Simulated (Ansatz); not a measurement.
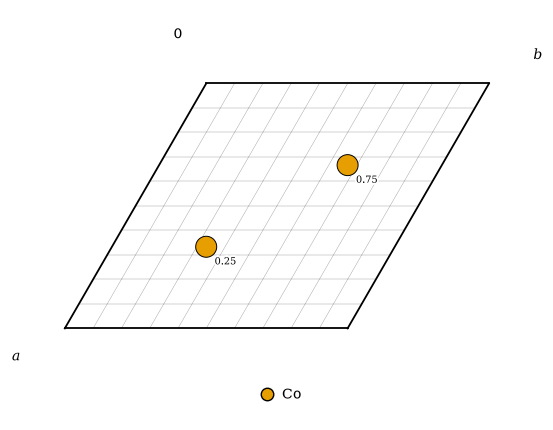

Plan of a unit cell projected along c (a down the page, b across); the numbers are heights as fractions of c, and atoms on the cell's edges are repeated. The grid marks tenths of a and b. Source: the geometry relaxed at fixed volume with DFT PBE, spin-orbit coupling, plane waves, PAW (Ansatz 0.2.0). Geometry calculated from the standardised cell; symmetry tolerance 0.002 Å.

a = 2.493 Å, b = 2.493 Å, c = 4.031 Å, α = 90.00°, β = 90.00°, γ = 120.00°.

### What does the cell contain?

2 Co: Co, Z = 2.

### Which space group?

P6₃/mmc, No. 194, primitive hexagonal.

### Give the fractional coordinates of all atoms, to two places.

| atom | x | y | z |
| --- | --- | --- | --- |
| Co | 0.33 | 0.67 | 0.75 |
| Co | 0.67 | 0.33 | 0.25 |
